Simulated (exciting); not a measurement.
Mo2SeS3, space group P3m1, S K edge of atom 4, with nearest neighbours 3 Mo at 2.41 Å (site symmetry 3m); the tensor is averaged over the atoms equivalent by symmetry. Method: exciting, all-electron LAPW+lo, LDA, exchange and screened direct term (singlet BSE), 5×5×1 shifted k points, 50 conduction bands, |G+q| up to 3 bohr⁻¹, full RPA screening with nempty = 82, Lorentzian half width 0.45 eV.

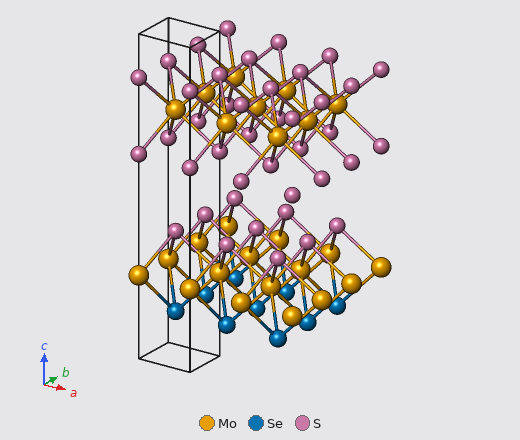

The structure (molybdenum orange, selenium blue, sulfur pink). Bonds to atoms that aren't drawn are left out. 3×3×1 cells are drawn. Some periodic images of atoms are drawn too.

```xyz
6
Lattice="3.2173 0.0000 0.0000 -1.6086 2.7862 0.0000 0.0000 0.0000 13.0916" Properties=species:S:1:pos:R:3 pbc="T T T"
Mo    0.0000    0.0000    3.3610
Mo    0.0000    1.8575    9.7888
Se    0.0000    1.8575    1.6583
S     0.0000    1.8575    4.8900
S     0.0000    0.0000    8.2466
S     0.0000    0.0000   11.3300
```

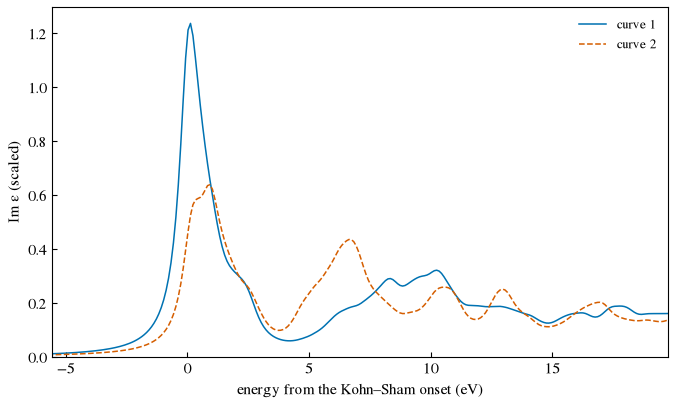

Energy from the Kohn–Sham onset, core level to the lowest empty state found on the meshes used; scaled to the maximum of the polarisation mean.

Q: The curves are the diagonal elements of Im ε for ε ∥ c and ⊥ c. Which is which?

Curve 1: ε ⊥ c, maxima 0.1 eV (1.24), 8.3 eV (0.29) and 10.3 eV (0.32); 1 lower ones aren't listed. Curve 2: ε ∥ c, maxima 0.9 eV (0.64), 6.6 eV (0.44) and 10.6 eV (0.26); 2 lower ones aren't listed. A K edge probes the empty p states along ε, which follow the bonds' lengths and directions.

[Banner, clock and machine lines of the logs are left out without a mark of their own.]

[Logs are printed without paths, hosts, clocks, repeated set-up lines and the standing remarks that a program may print on its own settings, such as how far it seeks lower states.]

[Hosts, paths, dates, database ids (printed as entryN), source tags and the programs' standing remarks are cut or masked in the printed files.]
